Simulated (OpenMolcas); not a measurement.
Single-point calculation, with input and output: GaBr (part 2 of 3)

Continued. System: GaBr, multiplicity 3, SMILES [Ga][Br]. Method: PBE/aug-cc-pVTZ, UKS (OpenMolcas 26.06). The geometry is that of the parent species in another charge or spin state. The geometry comes from this level: PBE0-D4/def2-TZVP.

Geometry of the input (Å):
```
Ga -0.0000  -0.0000  0.0138
Br 0.0000  0.0000  2.3881
```

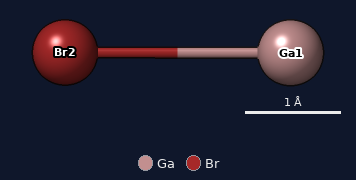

*The input geometry (ball-and-stick view, seen on its broad side; atoms are numbered from 1 in the order of the input). Sticks mark near contacts.*

### Log, continued
```
      Basis set list:
        1 GA1    1s                 25 GA1    2pz                49 GA1    4f2-               73 BR2    2py                97 BR2    3d1+
        2 GA1    1s                 26 GA1    3d2-               50 GA1    4f1-               74 BR2    2py                98 BR2    3d1+
        3 GA1    1s                 27 GA1    3d2-               51 GA1    4f1-               75 BR2    2py                99 BR2    3d1+
        4 GA1    1s                 28 GA1    3d2-               52 GA1    4f0                76 BR2    2py               100 BR2    3d1+
        5 GA1    1s                 29 GA1    3d2-               53 GA1    4f0                77 BR2    2py               101 BR2    3d2+
        6 GA1    1s                 30 GA1    3d1-               54 GA1    4f1+               78 BR2    2py               102 BR2    3d2+
        7 GA1    1s                 31 GA1    3d1-               55 GA1    4f1+               79 BR2    2pz               103 BR2    3d2+
        8 GA1    2px                32 GA1    3d1-               56 GA1    4f2+               80 BR2    2pz               104 BR2    3d2+
        9 GA1    2px                33 GA1    3d1-               57 GA1    4f2+               81 BR2    2pz               105 BR2    4f3-
       10 GA1    2px                34 GA1    3d0                58 GA1    4f3+               82 BR2    2pz               106 BR2    4f3-
       11 GA1    2px                35 GA1    3d0                59 GA1    4f3+               83 BR2    2pz               107 BR2    4f2-
       12 GA1    2px                36 GA1    3d0                60 BR2    1s                 84 BR2    2pz               108 BR2    4f2-
       13 GA1    2px                37 GA1    3d0                61 BR2    1s                 85 BR2    3d2-              109 BR2    4f1-
       14 GA1    2py                38 GA1    3d1+               62 BR2    1s                 86 BR2    3d2-              110 BR2    4f1-
       15 GA1    2py                39 GA1    3d1+               63 BR2    1s                 87 BR2    3d2-              111 BR2    4f0
       16 GA1    2py                40 GA1    3d1+               64 BR2    1s                 88 BR2    3d2-              112 BR2    4f0
       17 GA1    2py                41 GA1    3d1+               65 BR2    1s                 89 BR2    3d1-              113 BR2    4f1+
       18 GA1    2py                42 GA1    3d2+               66 BR2    1s                 90 BR2    3d1-              114 BR2    4f1+
       19 GA1    2py                43 GA1    3d2+               67 BR2    2px                91 BR2    3d1-              115 BR2    4f2+
       20 GA1    2pz                44 GA1    3d2+               68 BR2    2px                92 BR2    3d1-              116 BR2    4f2+
       21 GA1    2pz                45 GA1    3d2+               69 BR2    2px                93 BR2    3d0               117 BR2    4f3+
       22 GA1    2pz                46 GA1    4f3-               70 BR2    2px                94 BR2    3d0               118 BR2    4f3+
       23 GA1    2pz                47 GA1    4f3-               71 BR2    2px                95 BR2    3d0
       24 GA1    2pz                48 GA1    4f2-               72 BR2    2px                96 BR2    3d0

  Index Energy  Occupation Coefficients ...

    1 -481.0401    1.0000         60 BR2    1s     ( 1.000),

    2 -370.9967    1.0000          1 GA1    1s     ( 1.000),

    3  -61.8438    1.0000         61 BR2    1s     (-1.005),

    4  -55.7588    1.0000         79 BR2    2pz    (-1.000),

    5  -55.7550    1.0000         73 BR2    2py    ( 1.000),

    6  -55.7545    1.0000         67 BR2    2px    ( 1.000),

    7  -45.3918    1.0000          2 GA1    1s     ( 1.002),

    8  -40.2359    1.0000         14 GA1    2py    ( 1.000),

    9  -40.2345    1.0000         20 GA1    2pz    ( 1.000),

   10  -40.2334    1.0000          8 GA1    2px    ( 1.000),

   11   -8.4337    1.0000         62 BR2    1s     (-0.975),

   12   -6.3103    1.0000         80 BR2    2pz    (-0.992),

   13   -6.2993    1.0000         74 BR2    2py    ( 0.993),

   14   -6.2977    1.0000         68 BR2    2px    ( 0.993),

   15   -5.3177    1.0000          3 GA1    1s     ( 1.019),

   16   -3.6470    1.0000         15 GA1    2py    ( 1.003),

   17   -3.6424    1.0000         21 GA1    2pz    ( 0.999),

   18   -3.6371    1.0000          9 GA1    2px    ( 0.998),

   19   -2.5131    1.0000         93 BR2    3d0    (-0.993),

   20   -2.5105    1.0000         89 BR2    3d1-   ( 0.995),

   21   -2.5094    1.0000         97 BR2    3d1+   ( 0.995),

   22   -2.5011    1.0000         85 BR2    3d2-   (-0.995),

   23   -2.5011    1.0000        101 BR2    3d2+   (-0.994),

   24   -0.7856    1.0000         34 GA1    3d0    (-0.870),

   25   -0.7807    1.0000         30 GA1    3d1-   (-0.988),

   26   -0.7763    1.0000         26 GA1    3d2-   (-0.989),

   27   -0.7744    1.0000         42 GA1    3d2+   (-0.909),

   28   -0.7734    1.0000         38 GA1    3d1+   ( 0.988),

   29   -0.7146    1.0000         64 BR2    1s     (-0.903),

   30   -0.4007    1.0000          5 GA1    1s     ( 0.818),    82 BR2    2pz    ( 0.561),

   31   -0.2873    1.0000         76 BR2    2py    (-0.922),

   32   -0.2847    1.0000         70 BR2    2px    ( 0.923),

   33   -0.2800    1.0000          5 GA1    1s     (-0.664),    23 GA1    2pz    (-0.975),    82 BR2    2pz    ( 0.672),

   34   -0.1218    1.0000         11 GA1    2px    ( 1.534),

   35   -0.1161    0.0000         17 GA1    2py    (-1.725),

   36   -0.0458    0.0000         23 GA1    2pz    ( 1.042),

   37   -0.0174    0.0000          7 GA1    1s     (-1.238),

   38    0.0138    0.0000         11 GA1    2px    (-0.750),    13 GA1    2px    ( 1.258),

   39    0.0174    0.0000         17 GA1    2py    (-0.805),    19 GA1    2py    ( 1.223),

   40    0.0249    0.0000          6 GA1    1s     (-1.119),    23 GA1    2pz    ( 0.968),    25 GA1    2pz    (-1.429),    66 BR2    1s     ( 1.548),

   41    0.0344    0.0000          6 GA1    1s     ( 2.440),    24 GA1    2pz    ( 1.517),    66 BR2    1s     (-2.349),    84 BR2    2pz    ( 1.718),

   42    0.0399    0.0000         29 GA1    3d2-   ( 0.895),

   43    0.0428    0.0000         45 GA1    3d2+   ( 0.886),

   44    0.0574    0.0000         72 BR2    2px    ( 1.053),

   45    0.0581    0.0000         78 BR2    2py    (-1.217),

   46    0.0756    0.0000         13 GA1    2px    ( 1.378),    41 GA1    3d1+   ( 1.509),    72 BR2    2px    (-2.266),

   47    0.0781    0.0000         19 GA1    2py    ( 1.344),    33 GA1    3d1-   ( 1.532),    78 BR2    2py    (-2.171),

   48    0.0833    0.0000         66 BR2    1s     ( 6.409),

   49    0.1002    0.0000          7 GA1    1s     (-1.062),    24 GA1    2pz    (-1.048),    37 GA1    3d0    (-1.920),    65 BR2    1s     ( 1.118),
                                  66 BR2    1s     ( 1.471),    84 BR2    2pz    ( 1.664),

   50    0.1572    0.0000         24 GA1    2pz    (-3.600),

   51    0.1604    0.0000         29 GA1    3d2-   (-0.535),    88 BR2    3d2-   ( 0.845),

   52    0.1615    0.0000         24 GA1    2pz    ( 0.860),    45 GA1    3d2+   (-0.516),   104 BR2    3d2+   ( 0.822),

   53    0.1806    0.0000          6 GA1    1s     (-9.966),    24 GA1    2pz    (-5.233),    66 BR2    1s     ( 8.954),

   54    0.1911    0.0000         12 GA1    2px    (-1.752),    41 GA1    3d1+   (-1.736),    72 BR2    2px    ( 2.143),   100 BR2    3d1+   (-1.112),

   55    0.1931    0.0000         18 GA1    2py    ( 1.658),    33 GA1    3d1-   ( 1.734),    78 BR2    2py    (-2.157),    92 BR2    3d1-   ( 1.129),

   56    0.2112    0.0000         12 GA1    2px    ( 2.272),

   57    0.2121    0.0000         18 GA1    2py    (-2.419),

   58    0.2284    0.0000         28 GA1    3d2-   (-1.205),    29 GA1    3d2-   ( 0.772),

   59    0.2333    0.0000          6 GA1    1s     ( 0.694),    44 GA1    3d2+   (-1.202),    45 GA1    3d2+   ( 0.770),

   60    0.2735    0.0000         59 GA1    4f3+   (-1.018),

   61    0.2741    0.0000         47 GA1    4f3-   ( 1.013),

   62    0.2842    0.0000         40 GA1    3d1+   (-0.754),    41 GA1    3d1+   ( 0.771),    55 GA1    4f1+   ( 0.761),    70 BR2    2px    ( 0.642),
                                  71 BR2    2px    (-1.170),

   63    0.2888    0.0000         32 GA1    3d1-   (-0.772),    33 GA1    3d1-   ( 0.784),    51 GA1    4f1-   ( 0.749),    76 BR2    2py    ( 0.667),
                                  77 BR2    2py    (-1.181),

   64    0.2948    0.0000          6 GA1    1s     ( 4.229),    24 GA1    2pz    ( 2.718),    66 BR2    1s     (-3.459),

   65    0.3200    0.0000          6 GA1    1s     ( 5.425),    24 GA1    2pz    ( 5.429),    65 BR2    1s     (-3.541),    66 BR2    1s     (-4.151),

   66    0.3280    0.0000         49 GA1    4f2-   (-1.215),    88 BR2    3d2-   ( 0.913),

   67    0.3297    0.0000         57 GA1    4f2+   (-1.212),   104 BR2    3d2+   ( 0.907),

   68    0.3672    0.0000         12 GA1    2px    ( 1.178),    55 GA1    4f1+   ( 1.188),    70 BR2    2px    (-1.655),    72 BR2    2px    (-1.802),
                                 100 BR2    3d1+   ( 1.054),

   69    0.3672    0.0000         18 GA1    2py    (-1.046),    51 GA1    4f1-   (-1.138),    76 BR2    2py    ( 1.704),    77 BR2    2py    (-0.966),
                                  78 BR2    2py    ( 1.778),    92 BR2    3d1-   (-0.953),

--

      All orbitals with orbital energies smaller than  E(LUMO)+0.5 are printed

++    Molecular orbitals:
      -------------------

      Title: UKS-DFT orbitals (beta)

      Molecular orbitals for symmetry species 1: a

      Basis set list:
        1 GA1    1s                 25 GA1    2pz                49 GA1    4f2-               73 BR2    2py                97 BR2    3d1+
        2 GA1    1s                 26 GA1    3d2-               50 GA1    4f1-               74 BR2    2py                98 BR2    3d1+
        3 GA1    1s                 27 GA1    3d2-               51 GA1    4f1-               75 BR2    2py                99 BR2    3d1+
        4 GA1    1s                 28 GA1    3d2-               52 GA1    4f0                76 BR2    2py               100 BR2    3d1+
        5 GA1    1s                 29 GA1    3d2-               53 GA1    4f0                77 BR2    2py               101 BR2    3d2+
        6 GA1    1s                 30 GA1    3d1-               54 GA1    4f1+               78 BR2    2py               102 BR2    3d2+
        7 GA1    1s                 31 GA1    3d1-               55 GA1    4f1+               79 BR2    2pz               103 BR2    3d2+
        8 GA1    2px                32 GA1    3d1-               56 GA1    4f2+               80 BR2    2pz               104 BR2    3d2+
        9 GA1    2px                33 GA1    3d1-               57 GA1    4f2+               81 BR2    2pz               105 BR2    4f3-
       10 GA1    2px                34 GA1    3d0                58 GA1    4f3+               82 BR2    2pz               106 BR2    4f3-
       11 GA1    2px                35 GA1    3d0                59 GA1    4f3+               83 BR2    2pz               107 BR2    4f2-
       12 GA1    2px                36 GA1    3d0                60 BR2    1s                 84 BR2    2pz               108 BR2    4f2-
       13 GA1    2px                37 GA1    3d0                61 BR2    1s                 85 BR2    3d2-              109 BR2    4f1-
       14 GA1    2py                38 GA1    3d1+               62 BR2    1s                 86 BR2    3d2-              110 BR2    4f1-
       15 GA1    2py                39 GA1    3d1+               63 BR2    1s                 87 BR2    3d2-              111 BR2    4f0
       16 GA1    2py                40 GA1    3d1+               64 BR2    1s                 88 BR2    3d2-              112 BR2    4f0
       17 GA1    2py                41 GA1    3d1+               65 BR2    1s                 89 BR2    3d1-              113 BR2    4f1+
       18 GA1    2py                42 GA1    3d2+               66 BR2    1s                 90 BR2    3d1-              114 BR2    4f1+
       19 GA1    2py                43 GA1    3d2+               67 BR2    2px                91 BR2    3d1-              115 BR2    4f2+
       20 GA1    2pz                44 GA1    3d2+               68 BR2    2px                92 BR2    3d1-              116 BR2    4f2+
       21 GA1    2pz                45 GA1    3d2+               69 BR2    2px                93 BR2    3d0               117 BR2    4f3+
       22 GA1    2pz                46 GA1    4f3-               70 BR2    2px                94 BR2    3d0               118 BR2    4f3+
       23 GA1    2pz                47 GA1    4f3-               71 BR2    2px                95 BR2    3d0
       24 GA1    2pz                48 GA1    4f2-               72 BR2    2px                96 BR2    3d0

  Index Energy  Occupation Coefficients ...

    1 -481.0393    1.0000         60 BR2    1s     ( 1.000),

    2 -370.9951    1.0000          1 GA1    1s     ( 1.000),

    3  -61.8434    1.0000         61 BR2    1s     (-1.005),

    4  -55.7572    1.0000         79 BR2    2pz    (-1.000),

    5  -55.7546    1.0000         73 BR2    2py    ( 1.000),

    6  -55.7539    1.0000         67 BR2    2px    ( 1.000),

    7  -45.3915    1.0000          2 GA1    1s     ( 1.002),

    8  -40.2355    1.0000         14 GA1    2py    ( 1.000),

    9  -40.2336    1.0000         20 GA1    2pz    ( 1.000),

   10  -40.2320    1.0000          8 GA1    2px    ( 1.000),

   11   -8.4325    1.0000         62 BR2    1s     (-0.975),

   12   -6.3077    1.0000         80 BR2    2pz    (-0.992),

   13   -6.2987    1.0000         74 BR2    2py    ( 0.993),

   14   -6.2968    1.0000         68 BR2    2px    ( 0.994),

   15   -5.3158    1.0000          3 GA1    1s     ( 1.017),

   16   -3.6451    1.0000         15 GA1    2py    ( 0.999),

   17   -3.6407    1.0000         21 GA1    2pz    (-0.994),

   18   -3.6335    1.0000          9 GA1    2px    ( 0.992),

   19   -2.5102    1.0000         93 BR2    3d0    (-0.992),

   20   -2.5083    1.0000         89 BR2    3d1-   (-0.995),

   21   -2.5069    1.0000         97 BR2    3d1+   ( 0.996),

   22   -2.5005    1.0000         85 BR2    3d2-   (-0.996),

   23   -2.5004    1.0000        101 BR2    3d2+   (-0.992),

   24   -0.7807    1.0000         34 GA1    3d0    (-0.861),    42 GA1    3d2+   (-0.432),

   25   -0.7766    1.0000         30 GA1    3d1-   (-0.991),

   26   -0.7695    1.0000         26 GA1    3d2-   (-0.994),

   27   -0.7671    1.0000         42 GA1    3d2+   (-0.894),

   28   -0.7665    1.0000         38 GA1    3d1+   (-0.993),

   29   -0.7022    1.0000         64 BR2    1s     ( 0.897),

   30   -0.3712    1.0000          5 GA1    1s     ( 0.759),    82 BR2    2pz    ( 0.593),

   31   -0.2821    1.0000         76 BR2    2py    ( 0.917),

   32   -0.2757    1.0000         70 BR2    2px    ( 0.922),

   33   -0.2311    0.0000          5 GA1    1s     (-0.804),    23 GA1    2pz    (-1.029),    24 GA1    2pz    ( 0.533),    82 BR2    2pz    ( 0.616),

   34   -0.0828    0.0000         17 GA1    2py    (-1.896),

   35   -0.0592    0.0000         11 GA1    2px    (-1.894),

   36   -0.0163    0.0000         23 GA1    2pz    (-1.037),

   37    0.0019    0.0000          7 GA1    1s     ( 1.350),    66 BR2    1s     (-0.764),

   38    0.0304    0.0000         17 GA1    2py    (-0.851),    19 GA1    2py    ( 1.158),

   39    0.0366    0.0000         11 GA1    2px    (-0.918),    13 GA1    2px    ( 1.126),

   40    0.0452    0.0000          6 GA1    1s     ( 1.816),    23 GA1    2pz    (-1.132),    25 GA1    2pz    ( 1.143),    66 BR2    1s     (-2.247),

   41    0.0479    0.0000          6 GA1    1s     (-2.395),    24 GA1    2pz    (-1.480),    66 BR2    1s     ( 2.152),    84 BR2    2pz    (-1.761),

   42    0.0668    0.0000         19 GA1    2py    (-1.177),    78 BR2    2py    ( 1.841),

   43    0.0671    0.0000         29 GA1    3d2-   (-0.876),

   44    0.0680    0.0000          6 GA1    1s     ( 0.538),    45 GA1    3d2+   (-0.858),

   45    0.0705    0.0000         13 GA1    2px    (-1.285),    72 BR2    2px    ( 1.944),

   46    0.0916    0.0000         66 BR2    1s     (-6.439),

   47    0.0981    0.0000         19 GA1    2py    (-1.019),    33 GA1    3d1-   (-1.632),    78 BR2    2py    ( 1.736),

   48    0.1058    0.0000         13 GA1    2px    (-0.955),    41 GA1    3d1+   (-1.657),    72 BR2    2px    ( 1.649),

   49    0.1232    0.0000          7 GA1    1s     ( 1.157),    24 GA1    2pz    ( 1.592),    37 GA1    3d0    ( 2.068),    65 BR2    1s     (-1.336),
                                  66 BR2    1s     (-2.210),    84 BR2    2pz    (-1.377),

   50    0.1707    0.0000         29 GA1    3d2-   ( 0.636),    88 BR2    3d2-   (-0.878),
```
